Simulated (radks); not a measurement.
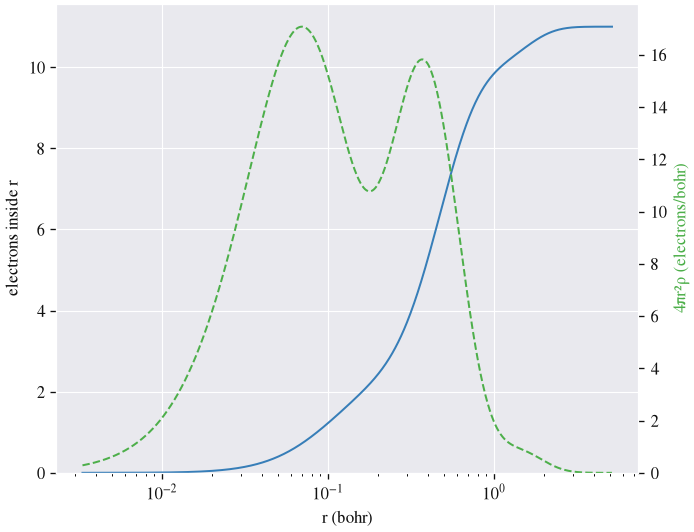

The phosphorus ion P⁴⁺; electrons: [Ne] 3s1 (high spin). All numbers are computed, not measured: scalar-relativistic Kohn-Sham, PBEsol, spin-polarised, spherical densities, point nucleus (the in-house radial solver radks).

The plot shows the number of electrons inside radius r (solid) and the radial density 4πr²ρ (dashed).

Q: Describe it and give its main numbers.

Answer: The count levels off at 11 electrons. Half of them lie within 0.416 bohr, 90 % within 1.03 bohr and 99 % within 2.30 bohr. The radial density has a minimum at 0.179 bohr, where the count stands at 2.2; this parts the shells that the density resolves.
